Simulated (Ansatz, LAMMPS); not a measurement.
# Energy and forces of amorphous Cd12Hg24S36 (72 atoms)

Aim: energy, forces and density of states of amorphous Cd12Hg24S36 (72 atoms) at a fixed geometry.

Program: Ansatz 0.2.0. Level of theory: Kohn-Sham DFT, PBE, PAW (set soft_2), plane waves. Results are calculated unless marked as measured.

## 1. Starting point

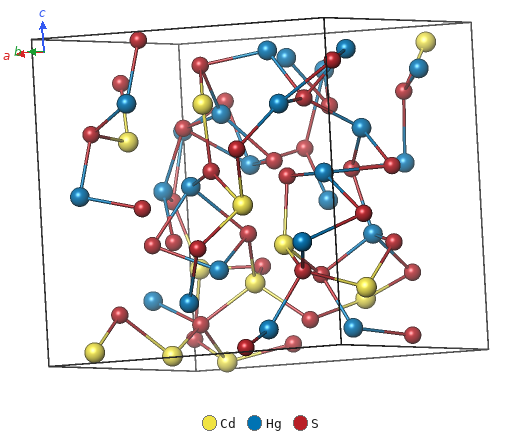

Start, viewed from a free direction; cadmium yellow, mercury blue, sulfur red.

The cell holds 72 atoms: 12 Cd, 24 Hg and 36 S. Cell: a = 12.348 Å, b = 12.348 Å, c = 12.348 Å, α = 90.0°, β = 90.0°, γ = 90.0°. 72 atoms (12 Cd, 24 Hg, 36 S) placed at random at 6.45 g/cm³, melted at 2500 K for 10 ps at fixed volume with the Stillinger-Weber II-VI potential (Zhou et al., Phys. Rev. B 88, 085309 (2013)). Quenched from 2500 K to 100 K at 1000 K/ps and fixed volume, held 5 ps, then minimised at fixed cell.

Limits known from the start: The quench rate of 1000 K/ps is orders of magnitude faster than experiment, which tends to freeze in extra defects. The network of bonds at the start is that of the classical potential that made the cell, and needn't be the one that DFT or experiment would give. Only the Γ point is sampled, in a cell whose shortest periodic width is 12 Å. The levels lack spin–orbit coupling, which is large for the heavy elements here.

## 2. How the cell was made

A classical potential makes the cell, at a small fraction of what the same run would cost in DFT.

This step: classical MD, Stillinger-Weber II-VI potential (Zhou et al., Phys. Rev. B 88, 085309 (2013)) (LAMMPS 22 Jul 2025 - Update 4).

Input file in.lmp:

```
# melt-quench of Cd12Hg24S36
units metal
atom_style atomic
boundary p p p
region box block 0 12.3485 0 12.3485 0 12.3485
create_box 3 box
mass 1 112.4140   # Cd
mass 2 200.5920   # Hg
mass 3 32.0600   # S
create_atoms 1 random 12 76850 NULL overlap 2.14 maxtry 2000
create_atoms 2 random 24 76857 NULL overlap 2.14 maxtry 2000
create_atoms 3 random 36 76864 NULL overlap 2.14 maxtry 2000
pair_style sw
pair_coeff * * CdTeZnSeHgS0.sw Cd Hg S
neigh_modify delay 0 every 1 check yes
thermo_style custom step time temp pe press density
thermo_modify norm yes
timestep 0.001
thermo 100
min_style cg
minimize 1e-4 1e-4 200 2000
reset_timestep 0
velocity all create 2500 76851 mom yes dist gaussian
fix lim all nve/limit 0.05
fix lan all langevin 2500 2500 0.1 76852 zero yes
thermo 500
run 1000 post no
unfix lim
unfix lan
thermo 1666
fix md all nvt temp 2500 2500 0.1
run 10000 post no
unfix md
thermo 240
fix md all nvt temp 2500 100 0.1
run 2400 post no
unfix md
thermo 2500
fix md all nvt temp 100 100 0.1
run 5000 post no
unfix md
thermo 100
min_style cg
minimize 0 1e-3 2000 20000
write_dump all custom glass.dump id type xs ys zs modify sort id
```

On the command line:

```
lmp -in in.lmp -log none -nocite
```

Numbers of over 12 decimals in the logs are rounded to 6 here.

Log:

```text
LAMMPS (22 Jul 2025 - Update 4)
Created orthogonal box = (0 0 0) to (12.3485 12.3485 12.3485)
Created 12 atoms
Created 24 atoms
Created 36 atoms
   Step          Time           Temp          PotEng         Press         Density
         0   0              0              0.69907958     456512.7       6.4529669
        93   0.093          0             -1.8166809      5891.0252      6.4529669
Loop time of 0.0199124 s on 1 MPI rank(s) for 93 steps with 72 atoms
Minimization stats:
  Stopping criterion = energy tolerance
  Energy initial, next-to-last, final =
     0.699079580339454  -1.81650788488074  -1.81668093626492
  Force two-norm initial, final = 107.98737 0.47438734
  Iterations, force evaluations = 93 157
   Step          Time           Temp          PotEng         Press         Density
         0   0              2500          -1.8166809      18905.885      6.4529669
       500   0.5            2694.9996     -1.4483656      61562.473      6.4529669
[... 10 lines left out ...]
[... 1 line left out ...]
Loop time of 1.31584 s on 1 MPI rank(s) for 10000 steps with 72 atoms
   Step          Time           Temp          PotEng         Press         Density
[... 12 lines left out ...]
Loop time of 0.30852 s on 1 MPI rank(s) for 2400 steps with 72 atoms
   Step          Time           Temp          PotEng         Press         Density
[... 2 lines left out ...]
     17500   17.5           104.40802     -1.9021177     -6473.1239      6.4529669
     18400   18.4           103.29601     -1.9031819     -8697.4796      6.4529669
Loop time of 0.558644 s on 1 MPI rank(s) for 5000 steps with 72 atoms
   Step          Time           Temp          PotEng         Press         Density
     18400   18.4           103.29601     -1.9031819     -8697.4796      6.4529669
     18454   18.454         103.29601     -1.9145406     -11665.381      6.4529669
Loop time of 0.0123025 s on 1 MPI rank(s) for 54 steps with 72 atoms
Minimization stats:
  Stopping criterion = force tolerance
  Energy initial, next-to-last, final =
     -1.90318193741639  -1.91454059990637  -1.91454060072244
  Force two-norm initial, final = 3.2032465 0.00095666853
  Iterations, force evaluations = 54 108
```

Elapsed: 2.4 s, on 1 thread of Arm Neoverse V2, shared host; peak memory 0.078 GiB.

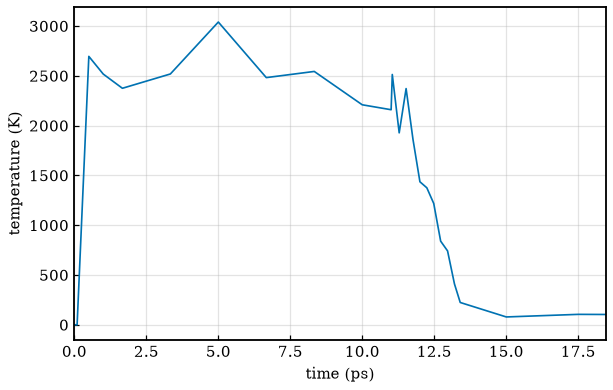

Temperature against time.

## 3. Plane-wave single point

The electrons are solved once, with the atoms held.

Input file input.yaml:

```yaml
crystal:
  lattice:
    - [12.3485, 0.0, 0.0]
    - [0.0, 12.3485, 0.0]
    - [0.0, 0.0, 12.3485]
  atoms:
    - { symbol: Cd, position: [0.37391, 0.60422, 0.33647] }
    - { symbol: Cd, position: [0.36654, 0.08559, 0.17841] }
    - { symbol: Cd, position: [0.63692, 0.29133, 0.24135] }
    - { symbol: Cd, position: [0.87785, 0.62371, 0.68343] }
    - { symbol: Cd, position: [0.14914, 0.01738, 0.94969] }
    - { symbol: Cd, position: [0.09954, 0.60853, 0.188] }
    - { symbol: Cd, position: [0.53755, 0.78205, 0.77348] }
    - { symbol: Cd, position: [0.38595, 0.8496, 0.45434] }
    - { symbol: Cd, position: [0.91609, 0.85049, 0.03868] }
    - { symbol: Cd, position: [0.80346, 0.54779, 0.02505] }
    - { symbol: Cd, position: [0.81035, 0.16349, 0.01316] }
    - { symbol: Cd, position: [0.91455, 0.10792, 0.30501] }
    - { symbol: Hg, position: [0.16784, 0.44857, 0.68218] }
    - { symbol: Hg, position: [0.41543, 0.56746, 0.93359] }
    - { symbol: Hg, position: [0.11424, 0.63329, 0.91764] }
    - { symbol: Hg, position: [0.91502, 0.32918, 0.53887] }
    - { symbol: Hg, position: [0.9672, 0.0675, 0.73058] }
    - { symbol: Hg, position: [0.21944, 0.30605, 0.3633] }
    - { symbol: Hg, position: [0.18212, 0.6918, 0.54288] }
    - { symbol: Hg, position: [0.25824, 0.8228, 0.75694] }
    - { symbol: Hg, position: [0.97984, 0.30688, 0.20855] }
    - { symbol: Hg, position: [0.64002, 0.45571, 0.75541] }
    - { symbol: Hg, position: [0.68987, 0.5888, 0.5349] }
    - { symbol: Hg, position: [0.47572, 0.32004, 0.91883] }
    - { symbol: Hg, position: [0.1528, 0.92299, 0.32533] }
    - { symbol: Hg, position: [0.35583, 0.77652, 0.07341] }
    - { symbol: Hg, position: [0.9077, 0.91241, 0.51325] }
    - { symbol: Hg, position: [0.02292, 0.32664, 0.85591] }
    - { symbol: Hg, position: [0.4951, 0.02704, 0.88738] }
    - { symbol: Hg, position: [0.72941, 0.91754, 0.7864] }
    - { symbol: Hg, position: [0.44787, 0.14172, 0.4838] }
    - { symbol: Hg, position: [0.57882, 0.86392, 0.16729] }
    - { symbol: Hg, position: [0.67569, 0.20531, 0.60601] }
    - { symbol: Hg, position: [0.23051, 0.45144, 0.07469] }
    - { symbol: Hg, position: [0.59009, 0.62625, 0.27228] }
    - { symbol: Hg, position: [0.19279, 0.11694, 0.58177] }
    - { symbol: S, position: [0.78716, 0.12961, 0.80945] }
    - { symbol: S, position: [0.37206, 0.56342, 0.54684] }
    - { symbol: S, position: [0.11647, 0.27817, 0.04716] }
    - { symbol: S, position: [0.57943, 0.01954, 0.65327] }
    - { symbol: S, position: [0.47452, 0.25393, 0.11902] }
    - { symbol: S, position: [0.70526, 0.09909, 0.30007] }
    - { symbol: S, position: [0.33967, 0.97221, 0.01418] }
    - { symbol: S, position: [0.47808, 0.98707, 0.32491] }
    - { symbol: S, position: [0.17924, 0.1312, 0.24599] }
    - { symbol: S, position: [0.98615, 0.12343, 0.51575] }
    - { symbol: S, position: [0.06156, 0.83471, 0.87679] }
    - { symbol: S, position: [0.51897, 0.35394, 0.60652] }
    - { symbol: S, position: [0.01752, 0.76571, 0.40614] }
    - { symbol: S, position: [0.16027, 0.16265, 0.79802] }
    - { symbol: S, position: [0.27768, 0.31095, 0.56681] }
    - { symbol: S, position: [0.4043, 0.18713, 0.76918] }
    - { symbol: S, position: [0.82971, 0.4458, 0.37603] }
    - { symbol: S, position: [0.77837, 0.69421, 0.35929] }
    - { symbol: S, position: [0.90858, 0.6816, 0.1556] }
    - { symbol: S, position: [0.97324, 0.05185, 0.09529] }
    - { symbol: S, position: [0.93818, 0.53218, 0.86792] }
    - { symbol: S, position: [0.27843, 0.60915, 0.77865] }
    - { symbol: S, position: [0.57992, 0.43446, 0.38568] }
    - { symbol: S, position: [0.02517, 0.54021, 0.5559] }
    - { symbol: S, position: [0.63328, 0.06048, 0.05827] }
    - { symbol: S, position: [0.24594, 0.74336, 0.24636] }
    - { symbol: S, position: [0.54156, 0.74129, 0.56999] }
    - { symbol: S, position: [0.33813, 0.96575, 0.62113] }
    - { symbol: S, position: [0.34737, 0.41662, 0.246] }
    - { symbol: S, position: [0.82316, 0.35209, 0.72574] }
    - { symbol: S, position: [0.71746, 0.83798, 0.98111] }
    - { symbol: S, position: [0.6212, 0.61784, 0.90083] }
    - { symbol: S, position: [0.6995, 0.90757, 0.46389] }
    - { symbol: S, position: [0.79666, 0.35712, 0.12361] }
    - { symbol: S, position: [0.89895, 0.83099, 0.70445] }
    - { symbol: S, position: [0.07361, 0.45769, 0.3268] }
kpoints:
  mp_grid: { grid: [1, 1, 1] }
hamiltonian:
  xc: pbe
scf:
  occupations: { method: gaussian, width: 0.025 }
output:
  forces: true
  stress: true
  populations: true
  dos:
    method: { smearing: { sigma: 0.15 } }
    de: 0.1
    projected: { site_lists: { Cd: [Cd], Hg: [Hg], S: [S] } }
  eigenvalues: true
  write_density: true
  write_potential: true
  volumetric_format: npy
```

On the command line:

```
ansatz run input.yaml --threads 8 --pin off --max-ram 15872MiB --backend cpu --events-out ev --progress --plain --runs-dir out
```

Log:

```text
Engine: ansatz 0.2.0, aarch64-unknown-linux-gnu
Pseudopotentials: kind: paw
Pseudopotential: Cd, paw, valence charge 20, recommended cutoff 420 eV (normal), Cd.paw.azcp
Pseudopotential: Hg, paw, valence charge 20, recommended cutoff 420 eV (normal), Hg.paw.azcp
Pseudopotential: S, paw, valence charge 6, recommended cutoff 420 eV (normal), S.paw.azcp
[... 5 lines on functional and potentials left out ...]
Crystal: 72 atoms, lattice volume = 1882.967 Å³
Basis set: ecut = 420 eV, 36785 PW (Γ), exchange–correlation on 180×180×180 points (8 copies of the dense FFT grid, shifted against one another)
Bands: 562, of which v1, the nominal top of the filled ones, is band 468 counted from 1 (467 counted from 0)
Symmetry: 1 space group operations
Space group: P1 (ITA 1), of the structure as read, at distance tolerance 1.2e-4 Å
k-points: 1
[... 7 lines on functional and potentials left out ...]
Initial density: superposition of atomic densities (neutral atoms: chi_scale 0, normalization atom), corrected by the library's trained network
Initial wavefunctions: pseudopotential atomic-orbital guess
Functional: x = pbe(κ = 0.804, μ = 0.219515), c = pbe(β = 0.066725)
SCF iter   1: F=—  HF=-463040.900961 eV  |F-HF|=—  |Δ(HF+E_count)|=         —  Δρ=4.74e-3  dr2=1.06e0  ethr=1.77e-3  ⟨swp⟩=6.0  Hψ=1991  notcnv=0  defer=14
preconditioner: auto → Resta (q_TF=auto, 2.428 Å⁻¹)  ε∞=6.0  [insulator: Δε(μ)=0.095 eV  Ē_g=9.749 eV  σ=0.025 eV  W_gap=0.99  n_scr=460 (ndim 8)  ℏωp=21.8 eV  f_vac=0.079  D(μ)=2.44/eV (n_scr^D=0)  ε∞_Penn≈6.0]
SCF iter   2: F=—  HF=-463040.832189 eV  |F-HF|=—  |Δ(HF+E_count)|=   6.88e-2  Δρ=4.12e-3  dr2=1.24e0  ethr=1.13e-4  ⟨swp⟩=3.0  Hψ=655  notcnv=0  defer=85
preconditioner: auto → LDOS  [metal: Δε(μ)=0.011 eV  Ē_g=9.747 eV  σ=0.025 eV  W_gap=0.24  n_scr=460 (ndim 8)  ℏωp=21.8 eV  f_vac=0.079  D(μ)=86.16/eV (n_scr^D=738)  β→1.0]
SCF iter   3: F=—  HF=-463040.783960 eV  |F-HF|=—  |Δ(HF+E_count)|=   4.82e-2  Δρ=1.51e-3  dr2=1.08e-1  ethr=1.13e-4  ⟨swp⟩=2.0  Hψ=556  notcnv=0  defer=85
SCF iter   4: F=—  HF=-463040.772788 eV  |F-HF|=—  |Δ(HF+E_count)|=   1.12e-2  Δρ=4.87e-4  dr2=9.82e-3  ethr=1.15e-5  ⟨swp⟩=3.0  Hψ=772  notcnv=0  defer=85
SCF iter   5: F=—  HF=-463040.771467 eV  |F-HF|=—  |Δ(HF+E_count)|=   1.32e-3  Δρ=1.99e-4  dr2=1.78e-3  ethr=1.05e-6  ⟨swp⟩=2.0  Hψ=906  notcnv=0  defer=85
SCF iter   6: F=—  HF=-463040.771176 eV  |F-HF|=—  |Δ(HF+E_count)|=   2.91e-4  Δρ=8.09e-5  dr2=3.20e-4  ethr=1.90e-7  ⟨swp⟩=2.0  Hψ=906  notcnv=0  defer=85
SCF iter   7: F=—  HF=-463040.771204 eV  |F-HF|=—  |Δ(HF+E_count)|=   2.75e-5  Δρ=3.91e-5  dr2=9.18e-5  ethr=3.42e-8  ⟨swp⟩=2.0  Hψ=762  notcnv=0  defer=85
SCF iter   8: F=—  HF=-463040.777483 eV  |F-HF|=—  |Δ(HF+E_count)|=   6.28e-3  Δρ=1.69e-5  dr2=1.71e-5  ethr=9.81e-9  ⟨swp⟩=3.0  Hψ=850  notcnv=0  defer=85
SCF iter   9: F=—  HF=-463040.777481 eV  |F-HF|=—  |Δ(HF+E_count)|=   1.78e-6  Δρ=8.16e-6  dr2=3.45e-6  ethr=1.83e-9  ⟨swp⟩=2.0  Hψ=764  notcnv=0  defer=85
SCF iter  10: F=—  HF=-463040.777481 eV  |F-HF|=—  |Δ(HF+E_count)|=   3.54e-7  Δρ=4.31e-6  dr2=9.29e-7  ethr=3.68e-10  ⟨swp⟩=2.0  Hψ=749  notcnv=0  defer=85
SCF iter  11: F=—  HF=-463040.777481 eV  |F-HF|=—  |Δ(HF+E_count)|=   8.02e-8  Δρ=2.32e-6  dr2=2.73e-7  ethr=9.93e-11  ⟨swp⟩=2.0  Hψ=765  notcnv=0  defer=85
SCF iter  12: F=-463040.777481 eV  HF=-463040.777481 eV  |F-HF|=7.62e-8  |Δ(HF+E_count)|=   2.49e-8  Δρ=1.34e-6  dr2=9.02e-8  ethr=1.07e-11  ⟨swp⟩=14.0  Hψ=4054  notcnv=0
SCF 1 converged in 12 iterations: F = -463040.777481 eV  dr2 = 9.02e-8
  greatest PAW one-centre occupation: 1.000 electrons in one spin orbital (limit 2), on the Hg atom at site 29 (counted from 0), in its partial waves of l = 0
SCF converged after 12 iterations
Free energy (F): -463040.777481 eV
Harris-Foulkes:  -463040.777481 eV  (|F-HF|=7.62e-8)
Internal energy: -463040.763311 eV  (E = F + TS)
E sigma→0 (E₀):  -463040.770396 eV
Entropy (-TS):   -0.014170 eV (-0.197 meV/atom)
Fermi energy:    7.620732 eV
--- Per-component energies (eV) ---
  E_band       = -18409.835012
  E_kinetic    = 24262.466519
  E_local      = -136163.807318  (includes V_loc(G=0)·N_el)
  E_nonlocal   = 3199.166087
  E_hartree    = 59776.330746
  E_xc         = -10835.400290
  E_vxc        = -12005.269814  (∫ρ·V_xc dr)
  E_paw        = -309277.906599  (= ΣΔE_a)
  E_vpaw       = -17255.069764  (= ΣTr[D̂ρ^β])
  E_aug_tail   = 0.022536  (compensation charges beyond the density's cutoff)
  E_ewald      = -94001.634992
  E_smearing   = -0.014170  (= −TS)
  E_closure    = -0.000000  (closes the sum)
  Σ components = -463040.777481   (vs F -463040.777481, Δ=0.00e0)
--- Forces (eV/Å), atoms counted from 1 ---
  atom   1  Cd    -0.28134488    -0.55833584     0.47418725
  atom   2  Cd     0.22712532     0.25658804     0.38843871
  atom   3  Cd     0.21041917    -0.12463145     0.39050501
  atom   4  Cd     0.29359530    -0.17424051    -0.14621241
  atom   5  Cd    -0.41053471     0.13375587     0.16167889
  atom   6  Cd    -0.61280760     0.29941223    -0.02040290
  atom   7  Cd     0.16695277    -0.28229096    -0.13976515
  atom   8  Cd     0.41159339     0.08385723     0.17736632
  atom   9  Cd     0.08535752     0.32012619     0.17565671
  atom  10  Cd     0.25756655     0.15165164     0.29018318
  atom  11  Cd     0.12491384     0.05329442     0.09318436
  atom  12  Cd    -0.56655817    -0.46010554    -0.07317890
  atom  13  Hg    -0.00133352     0.11770415    -0.60802611
  atom  14  Hg    -0.03581598    -0.30161992     0.71340535
[...]
atom  71  S     -0.26617738    -0.06431975     0.04053387
  atom  72  S     -0.77990117    -0.32191693    -0.09916408
  max |Σ_I F_I| component: 4.56e-5 eV/Å
--- Stress (GPa, compression-positive) ---
       -1.320296       0.645141      -0.065741
        0.645141      -2.783587      -0.000599
       -0.065741      -0.000599      -0.979121
  P = ⅓ Tr σ = -1.6943 GPa (-16.943 kbar)
--- Band table (eV) ---
  k-point 0: bands = ["-107.1977", "-107.0626", "-106.9905", "-106.9876", [... 546 levels ...], "13.5516", "13.5916", "13.6303", "13.6675", "13.7465", "13.7774", "13.8101", "13.9006", "13.9425", "14.0029", "14.0928", "14.1047"]
--- Löwdin populations: 72 sites ---
  site symbol       q [e]
     0     Cd     18.9030
     1     Cd     18.7478
     2     Cd     18.7526
[...]
71      S      6.7111
  spilling = 0.008013 (of n_electrons = 936.000000)
```

The job ended after 28 s (8 threads of Arm Neoverse V2, shared host; peak memory 3 GiB).

The run gave:

* free energy: -463040.7775 eV
* free energy per atom: -6431.1219 eV/atom
* SCF cycles: 12
* pressure: -1.694 GPa
* r.m.s. force component: 0.3997 eV/Å
* longest force: 1.548 eV/Å
* Fermi energy: 7.621 eV
* levels partly filled by over 2 per cent: 2
* spilling of the projection: 0.008013

Neighbours are counted within 3.15 Å (S-Hg), 3.12 Å (S-Cd).

Length of the force by element and coordination:

```
element  coordination  atoms  mean length of the force (eV/Å)  spread  least   most
     Cd           all     12                            0.482   0.169  0.165  0.785
     Cd             2      1                            0.356       0  0.356  0.356
     Cd             3      5                            0.606   0.162  0.371  0.785
     Cd             4      6                            0.399   0.114  0.165  0.518
     Hg           all     24                            0.593   0.249  0.151   1.20
     Hg             2      5                            0.632   0.200  0.316  0.903
     Hg             3      9                            0.596   0.258  0.151   1.20
     Hg             4     10                            0.570   0.260  0.168  0.939
      S           all     36                            0.716   0.290  0.264   1.55
      S             1      2                            0.578  0.0371  0.541  0.615
      S             2      5                            0.989   0.285  0.768   1.55
      S             3     11                            0.718   0.313  0.360   1.38
      S             4     17                            0.667   0.243  0.264   1.05
      S             5      1                            0.429       0  0.429  0.429
```

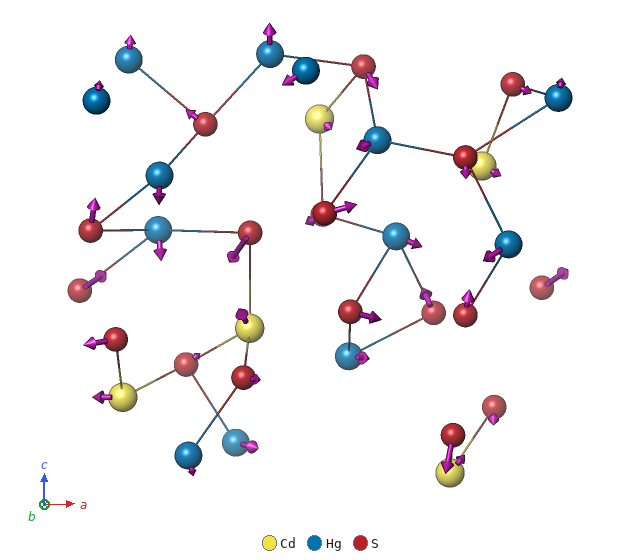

Forces as arrows; the longest in the cell is 1.55 eV/Å. Drawn is a slice 6 Å thick, seen along the normal of the ac plane. Bonds to atoms that aren't drawn are left out.

States in the cell by windows of 1 eV, zero at the Fermi level; the larger projections on atomic orbitals stand beside the total:

```csv
from (eV),to (eV),total,Hg d,S p,Cd d,Hg s,S s
-18,-14,0.0,0.0,0.0,0.0,0.0,0.0
-14,-13,3.6,0.1,0.0,0.1,0.3,2.9
-13,-12,46.2,1.3,0.5,0.9,1.9,40.2
-12,-11,22.2,0.7,0.4,0.6,0.4,19.8
-11,-9,0.0,0.0,0.0,0.0,0.0,0.0
-9,-8,85.2,1.6,2.1,80.5,0.3,0.5
-8,-7,46.8,10.8,2.1,32.7,0.4,0.6
-7,-6,212.4,195.3,9.7,2.2,2.3,1.8
-6,-5,25.1,16.4,3.6,0.3,3.5,0.6
-5,-4,33.5,4.0,15.4,0.4,9.6,1.3
-4,-3,35.3,2.3,23.6,0.4,4.3,1.0
-3,-2,46.8,2.4,38.7,0.6,2.0,0.7
-2,-1,56.3,2.6,47.6,0.7,1.9,0.6
-1,0,34.9,1.1,28.1,0.2,2.5,0.5
0,1,28.9,0.5,18.3,0.1,5.9,0.4
1,2,21.3,0.2,8.7,0.0,6.8,0.4
2,3,17.2,0.1,5.0,0.0,3.0,0.3
3,4,24.7,0.1,3.4,0.0,1.1,0.2
4,5,34.3,0.1,2.2,0.0,0.6,0.1
```

The stored curve holds about 648 of the 936 electrons; the rest, give or take the few that broadening carries across the Fermi level, lie in deeper levels below its range.

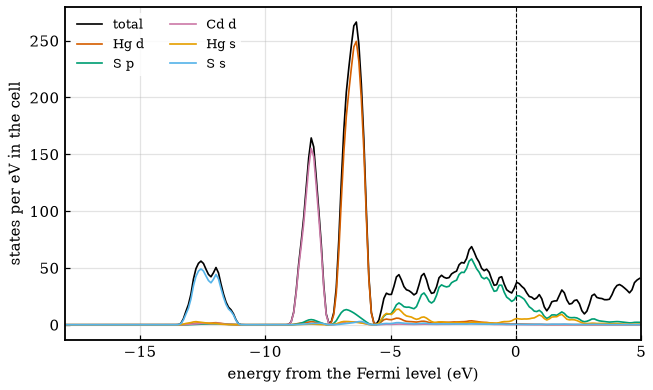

Total and projected density of states, with the broadening of the input.

The levels nearest the highest filled one (over half full), pooled over k-points and spins:

```csv
level less the highest filled one (eV),occupation
-0.394,2
-0.301,2
-0.233,2
-0.212,2
-0.0918,2
0,1.77
0.0425,0.225
0.0678,0.008
0.0809,0.001
0.198,0
0.237,0
0.285,0
```

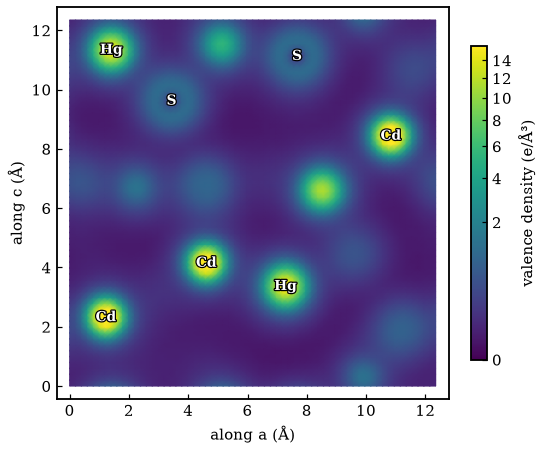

Valence density in the ac plane at fractional y = 0.618, with atoms of Cd and Hg and S within 0.2 Å of it. It is the smooth field of the valence electrons, not physical close to the nuclei. The colour scale is stretched toward low values.

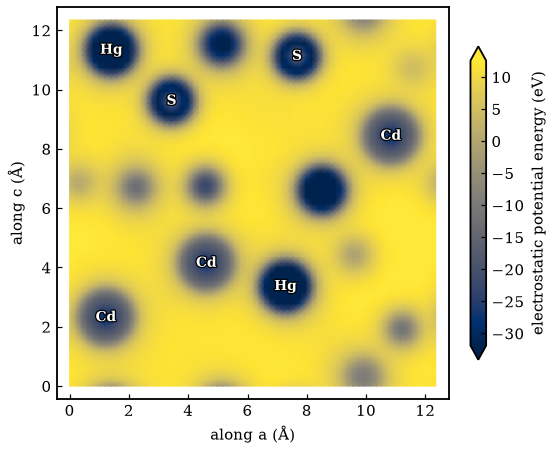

Electrostatic potential energy in the ac plane at fractional y = 0.618, with atoms of Cd and Hg and S within 0.2 Å of it. With pseudopotentials it is smooth inside the atoms' cores, unlike the true potential.

Within 0.4 eV of the Fermi level the largest share is S p (78 % of the projected weight).

(Part 1 of 2 ends here.)

[Logs are printed without paths, hosts, clocks, repeated set-up lines and the standing remarks that a program may print on its own settings, such as how far it seeks lower states.]

[Hosts, paths, dates, database ids (printed as entryN), source tags and the programs' standing remarks are cut or masked in the printed files.]
